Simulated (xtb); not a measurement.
## GeBrCl: geometry relaxation (part 1 of 2)

System: GeBrCl, SMILES [Cl][Ge][Br].
Method: GFN2-xTB (xtb 6.7.1 later snapshot).

The geometry comes from this level: PBE0-D4/def2-TZVP.

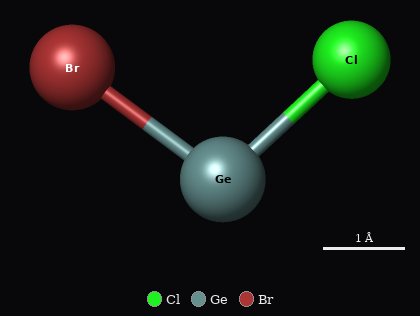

Figure 1. The starting structure (ball-and-stick view, seen at a tilt). Sticks mark near contacts.

Results in brief:

- outcome: converged
- electrons treated: 18
- total energy: −10.705403 hartree
- dispersion energy: −0.002529 hartree
- basis functions: 30
- HOMO: −11.48 eV
- LUMO: −7.97 eV
- dipole moment: 5.90 D
- hardware: 1 thread of Arm Neoverse V1, 24 GiB of memory available, shared host
- peak memory: 0.073 GiB

Input file (struc.xyz):
```
3

Cl     0.41690000     1.65090000     0.39900000
Ge    -0.85080000     0.09340000    -0.45220000
Br     0.42300000    -1.80900000     0.04000000
```

File .CHRG:
```
0
```

File .UHF:
```
0
```

Run as:
```bash
xtb struc.xyz --gfn2 --opt vtight > run.log
```

What the program printed:
```
* xtb version 6.7.1
   ID    Z sym.   atoms
    1   17 Cl     1
    2   32 Ge     2
    3   35 Br     3

           -------------------------------------------------
          |                Calculation Setup                |
           -------------------------------------------------

          program call               : xtb struc.xyz --gfn2 --opt vtight
          coordinate file            : struc.xyz
          omp threads                :                     1

           -------------------------------------------------
          |                 G F N 2 - x T B                 |
           -------------------------------------------------

      * Hamiltonian:
        H0-scaling (s, p, d)           1.850000    2.230000    2.230000
        zeta-weighting                 0.500000
      * Dispersion:
        s8                             2.700000
        a1                             0.520000
        a2                             5.000000
        s9                             5.000000
      * Repulsion:
        kExp                           1.500000    1.000000
        rExp                           1.000000
      * Coulomb:
        alpha                          2.000000
        third order                    shell-resolved
        anisotropic                    true
        a3                             3.000000
        a5                             4.000000
        cn-shift                       1.200000
        cn-exp                         4.000000
        max-rad                        5.000000

          ...................................................
          :                      SETUP                      :
          :.................................................:
          :  # basis functions                  30          :
          :  # atomic orbitals                  27          :
          :  # shells                            9          :
          :  # electrons                        18          :
          :  max. iterations                   250          :
          :  Hamiltonian                  GFN2-xTB          :
          :  restarted?                      false          :
          :  GBSA solvation                  false          :
          :  PC potential                    false          :
          :  electronic temp.          300.0000000     K    :
          :  accuracy                    1.0000000          :
          :  -> integral cutoff          0.2500000E+02      :
          :  -> integral neglect         0.1000000E-07      :
          :  -> SCF convergence          0.1000000E-05 Eh   :
          :  -> wf. convergence          0.1000000E-03 e    :
          :  Broyden damping             0.4000000          :
          :  net charge                          0          :
          :  unpaired electrons                  0          :
          ...................................................

 iter      E             dE          RMSdq      gap      omega  full diag
   1    -10.3409623 -0.103410E+02  0.280E+01    1.55       0.0  T
   2    -10.3820137 -0.410514E-01  0.196E+01    5.10       1.0  T
   3    -10.7058223 -0.323809E+00  0.105E+01    3.31       1.0  T
   4    -10.3379590  0.367863E+00  0.198E+01    1.57       1.0  T
   5    -10.6974050 -0.359446E+00  0.260E+00    3.82       1.0  T
   6    -10.7043767 -0.697162E-02  0.161E+00    3.70       1.0  T
   7    -10.7088734 -0.449671E-02  0.698E-01    3.55       1.0  T
   8    -10.7088569  0.164155E-04  0.549E-01    3.45       1.0  T
   9    -10.7092534 -0.396493E-03  0.272E-01    3.50       1.0  T
  10    -10.7093529 -0.994234E-04  0.131E-01    3.52       1.0  T
  11    -10.7093733 -0.204387E-04  0.916E-02    3.55       1.0  T
  12    -10.7093842 -0.108577E-04  0.429E-02    3.55       1.3  T
  13    -10.7093871 -0.298454E-05  0.238E-02    3.54       2.4  T
  14    -10.7093877 -0.546619E-06  0.834E-03    3.54       6.9  T
  15    -10.7093878 -0.152525E-06  0.387E-03    3.54      14.9  T
  16    -10.7093878 -0.230619E-08  0.215E-03    3.54      26.8  T
  17    -10.7093879 -0.768049E-08  0.115E-03    3.54      50.2  T
  18    -10.7093879 -0.320625E-08  0.198E-04    3.54     292.3  T
  19    -10.7093879 -0.138218E-10  0.645E-05    3.54     895.7  T

   *** convergence criteria satisfied after 19 iterations ***

         #    Occupation            Energy/Eh            Energy/eV
      -------------------------------------------------------------
         1        2.0000           -1.0656134             -28.9968
       ...           ...                  ...                  ...
         3        2.0000           -0.6694093             -18.2156
         4        2.0000           -0.4726720             -12.8621
         5        2.0000           -0.4611552             -12.5487
         6        2.0000           -0.4578743             -12.4594
         7        2.0000           -0.4341229             -11.8131
         8        2.0000           -0.4289113             -11.6713
         9        2.0000           -0.4237464             -11.5307 (HOMO)
        10                         -0.2936626              -7.9910 (LUMO)
        11                         -0.1955146              -5.3202
        12                         -0.1859412              -5.0597
        13                         -0.0207734              -0.5653
        14                         -0.0036464              -0.0992
       ...                                ...                  ...
        27                          1.2219830              33.2518
      -------------------------------------------------------------
                  HL-Gap            0.1300837 Eh            3.5398 eV
             Fermi-level           -0.3587045 Eh           -9.7608 eV

 SCC (total)                   0 d,  0 h,  0 min,  0.005 sec
 SCC setup                      ...        0 min,  0.000 sec (  1.280%)
 Dispersion                     ...        0 min,  0.000 sec (  0.373%)
 classical contributions        ...        0 min,  0.000 sec (  0.104%)
 integral evaluation            ...        0 min,  0.001 sec ( 12.382%)
 iterations                     ...        0 min,  0.003 sec ( 68.442%)
 molecular gradient             ...        0 min,  0.001 sec ( 16.077%)
 printout                       ...        0 min,  0.000 sec (  1.067%)

         :::::::::::::::::::::::::::::::::::::::::::::::::::::
         ::                     SUMMARY                     ::
         :::::::::::::::::::::::::::::::::::::::::::::::::::::
         :: total energy             -10.705247602917 Eh    ::
         :: gradient norm              0.007820555213 Eh/a0 ::
         :: HOMO-LUMO gap              3.539758584121 eV    ::
         ::.................................................::
         :: SCC energy               -10.709387821859 Eh    ::
         :: -> isotropic ES           -0.013232825868 Eh    ::
         :: -> anisotropic ES         -0.000267067979 Eh    ::
         :: -> anisotropic XC         -0.017389044764 Eh    ::
         :: -> dispersion             -0.002530835184 Eh    ::
         :: repulsion energy           0.004140218941 Eh    ::
         :: add. restraining           0.000000000000 Eh    ::
         :: total charge               0.000000000000 e     ::
         :::::::::::::::::::::::::::::::::::::::::::::::::::::

      -----------------------------------------------------------
     |                   =====================                   |
     |                        A N C O P T                        |
     |                   =====================                   |
     |               Approximate Normal Coordinate               |
     |                Rational Function Optimizer                |
      -----------------------------------------------------------

          ...................................................
          :                      SETUP                      :
          :.................................................:
          :   optimization level         verytight          :
          :   max. optcycles                   200          :
          :   ANC micro-cycles                  20          :
          :   degrees of freedom                 3          :
          :.................................................:
          :   RF solver                   davidson          :
          :   write xtbopt.log                true          :
          :   linear?                        false          :
          :   energy convergence         0.1000000E-06 Eh   :
          :   grad. convergence          0.2000000E-03 Eh/α :
          :   maximum RF displ.          1.0000000          :
          :   Hlow (freq-cutoff)         0.1000000E-01      :
          :   Hmax (freq-cutoff)         5.0000000          :
          :   S6 in model hess.         20.0000000          :
          ...................................................

generating ANC from exact Hessian ...
Using Lindh-Hessian (1995)
 Shifting diagonal of input Hessian by    9.6934946778442707E-003
 Lowest  eigenvalues of input Hessian
    0.000000    0.000000    0.000000    0.000000    0.000000    0.000000
    0.010000    0.094735    0.187062
 Highest eigenvalues
    0.000000    0.000000    0.000000    0.010000    0.094735    0.187062

........................................................................
.............................. CYCLE    1 ..............................
........................................................................

 iter      E             dE          RMSdq      gap      omega  full diag
   1    -10.7093879 -0.107094E+02  0.244E-05    3.54       0.0  T
   2    -10.7093879  0.710543E-13  0.736E-05    3.54     784.8  T
   3    -10.7093879 -0.328626E-12  0.660E-05    3.54     874.9  T
     SCC iter.                  ...        0 min,  0.001 sec
     gradient                   ...        0 min,  0.001 sec
 * total energy  :   -10.7052476 Eh     change       -0.8345324E-11 Eh
   gradient norm :     0.0078207 Eh/α   predicted     0.0000000E+00 (-100.00%)
   displ. norm   :     0.0556283 α      lambda       -0.3994299E-03
   maximum displ.:     0.0388948 α      in ANC's #2, #3, #1, ...

........................................................................
.............................. CYCLE    2 ..............................
........................................................................

 iter      E             dE          RMSdq      gap      omega  full diag
   1    -10.7091661 -0.107092E+02  0.586E-01    3.53       0.0  T
   2    -10.7092475 -0.814108E-04  0.414E-01    3.46       1.0  T
   3    -10.7092686 -0.210214E-04  0.235E-01    3.48       1.0  T
   4    -10.7092599  0.867332E-05  0.290E-01    3.45       1.0  T
   5    -10.7092758 -0.158838E-04  0.489E-02    3.47       1.2  T
   6    -10.7092780 -0.218306E-05  0.270E-02    3.46       2.1  T
   7    -10.7092784 -0.462927E-06  0.241E-02    3.46       2.4  T
   8    -10.7092786 -0.135434E-06  0.345E-03    3.46      16.7  T
   9    -10.7092786 -0.122982E-07  0.210E-03    3.46      27.5  T
  10    -10.7092786 -0.303906E-08  0.107E-03    3.46      53.9  T
  11    -10.7092786 -0.520576E-09  0.185E-04    3.46     312.5  T
  12    -10.7092786 -0.304183E-10  0.930E-05    3.46     621.0  T
     SCC iter.                  ...        0 min,  0.002 sec
     gradient                   ...        0 min,  0.001 sec
 * total energy  :   -10.7053633 Eh     change       -0.1156957E-03 Eh
   gradient norm :     0.0039269 Eh/α   predicted    -0.2003317E-03 (  73.15%)
   displ. norm   :     0.0252610 α      lambda       -0.9582342E-04
   maximum displ.:     0.0245621 α      in ANC's #2, #1, #3, ...

........................................................................
.............................. CYCLE    3 ..............................
........................................................................

 iter      E             dE          RMSdq      gap      omega  full diag
   1    -10.7096477 -0.107096E+02  0.217E-01    3.49       0.0  T
   2    -10.7096493 -0.163276E-05  0.370E-01    3.53       1.0  T
   3    -10.7096639 -0.145806E-04  0.292E-01    3.53       1.0  T
   4    -10.7096700 -0.605399E-05  0.150E-01    3.53       1.0  T
   5    -10.7096755 -0.556451E-05  0.196E-02    3.52       2.9  T
   6    -10.7096757 -0.182409E-06  0.197E-02    3.52       2.9  T
   7    -10.7096758 -0.987941E-07  0.102E-02    3.52       5.6  T
   8    -10.7096758 -0.308634E-07  0.219E-03    3.52      26.4  T
   9    -10.7096758 -0.507590E-08  0.127E-03    3.52      45.5  T
  10    -10.7096758 -0.134131E-08  0.210E-04    3.52     274.8  T
  11    -10.7096758 -0.247198E-10  0.180E-04    3.52     320.2  T
     SCC iter.                  ...        0 min,  0.002 sec
     gradient                   ...        0 min,  0.001 sec
 * total energy  :   -10.7053946 Eh     change       -0.3133172E-04 Eh
   gradient norm :     0.0019218 Eh/α   predicted    -0.4794233E-04 (  53.02%)
   displ. norm   :     0.0359934 α      lambda       -0.2238752E-04
   maximum displ.:     0.0335719 α      in ANC's #1, #3, #2, ...

........................................................................
.............................. CYCLE    4 ..............................
........................................................................

 iter      E             dE          RMSdq      gap      omega  full diag
   1    -10.7094602 -0.107095E+02  0.389E-01    3.50       0.0  T
   2    -10.7094611 -0.913207E-06  0.246E-01    3.48       1.0  T
   3    -10.7094537  0.737853E-05  0.203E-01    3.51       1.0  T
   4    -10.7094685 -0.147917E-04  0.348E-02    3.50       1.7  T
   5    -10.7094687 -0.154289E-06  0.797E-03    3.50       7.2  T
   6    -10.7094687 -0.492849E-07  0.379E-03    3.50      15.2  T
   7    -10.7094688 -0.121096E-07  0.199E-03    3.50      29.0  T
   8    -10.7094688 -0.284002E-08  0.588E-04    3.50      98.1  T
   9    -10.7094688 -0.164462E-09  0.348E-04    3.50     165.8  T
     SCC iter.                  ...        0 min,  0.001 sec
     gradient                   ...        0 min,  0.001 sec
 * total energy  :   -10.7053848 Eh     change        0.9860407E-05 Eh
   gradient norm :     0.0018573 Eh/α   predicted    -0.1119994E-04 (-213.58%)
   displ. norm   :     0.0452346 α      lambda       -0.2893638E-04
   maximum displ.:     0.0451336 α      in ANC's #1, #2, #3, ...

........................................................................
.............................. CYCLE    5 ..............................
........................................................................

 iter      E             dE          RMSdq      gap      omega  full diag
   1    -10.7094397 -0.107094E+02  0.488E-01    3.50       0.0  T
   2    -10.7094401 -0.455941E-06  0.292E-01    3.50       1.0  T
   3    -10.7094399  0.228567E-06  0.424E-02    3.50       1.4  T
   4    -10.7094402 -0.293592E-06  0.249E-02    3.50       2.3  T
   5    -10.7094405 -0.297936E-06  0.975E-03    3.50       5.9  T
   6    -10.7094406 -0.655669E-07  0.364E-03    3.50      15.9  T
   7    -10.7094406 -0.625297E-08  0.138E-03    3.50      41.7  T
   8    -10.7094406 -0.699186E-09  0.561E-04    3.50     102.9  T
   9    -10.7094406 -0.201860E-09  0.292E-04    3.50     197.4  T
     SCC iter.                  ...        0 min,  0.001 sec
     gradient                   ...        0 min,  0.001 sec
 * total energy  :   -10.7053951 Eh     change       -0.1029381E-04 Eh
   gradient norm :     0.0012992 Eh/α   predicted    -0.1448022E-04 (  40.67%)
   displ. norm   :     0.0224940 α      lambda       -0.1595032E-04
   maximum displ.:     0.0185375 α      in ANC's #1, #3, #2, ...
```
